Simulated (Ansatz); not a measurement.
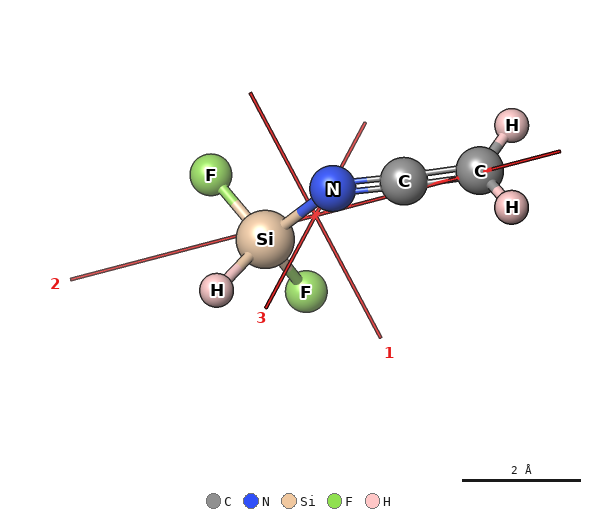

The three principal axes of inertia are drawn and numbered. Distant atoms are faded towards the background colour. The geometry was computed by an optimisation with PBE-D4/def2-SVP. No frequency run is at hand to confirm it as a minimum. Masses are those of the most abundant isotopes; constants are for the rigid equilibrium geometry.

> Which line is the a axis (least moment of inertia), which b and which c?

a is line 2, b is line 1, c is line 3; the moments are 85.2, 315, 363 u Å².

> Classify the rotor and give the rotational constants (MHz).

An asymmetric top (C1): A = 5934, B = 1607, C = 1393 MHz. Ray's parameter κ is −0.91, close to the prolate limit.
